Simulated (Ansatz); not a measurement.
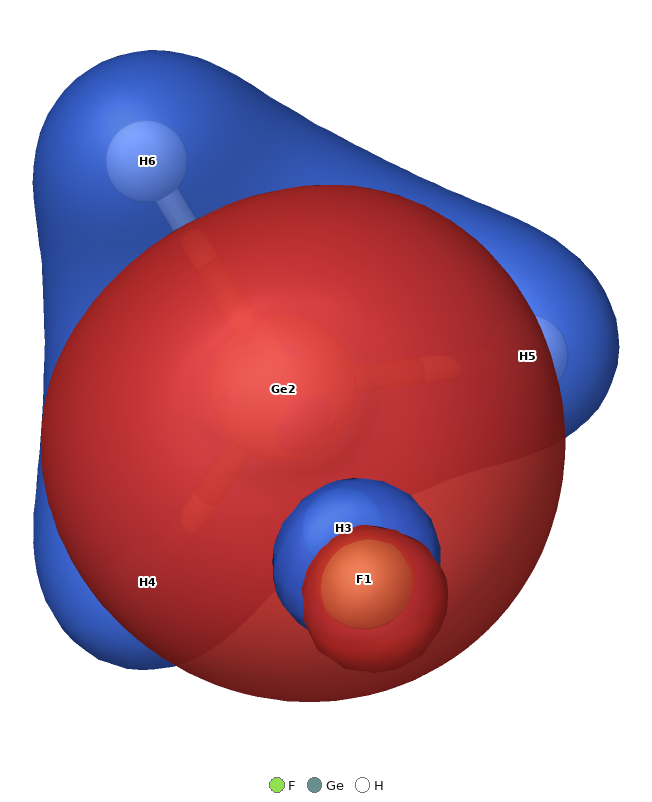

HF···GeH$_{3}$ (doublet). The HOMO (α) at ±0.1 Å⁻³ᐟ² (red and blue are the two phases), seen at an oblique angle.

The product side of a reaction path; geometry: PBE0-D4/def2-TZVP.

All numbers below come from Ansatz, UKS PBE0-D4/def2-TZVPP.

| atom | x (Å) | y (Å) | z (Å) |
| --- | --- | --- | --- |
| F | -1.3493 | -0.6212 | -2.2641 |
| Ge | 0.4020 | 0.1850 | 0.6744 |
| H | -0.8842 | -0.4083 | -1.4871 |
| H | 0.1484 | 1.6787 | 0.9160 |
| H | 1.8761 | -0.1293 | 0.3875 |
| H | -0.1930 | -0.7049 | 1.7734 |

Question: What is the character of this orbital?

Answer: It lies mainly on Ge2 (about 70 %) and H3 (about 10 %). Its energy is −7.03 eV.
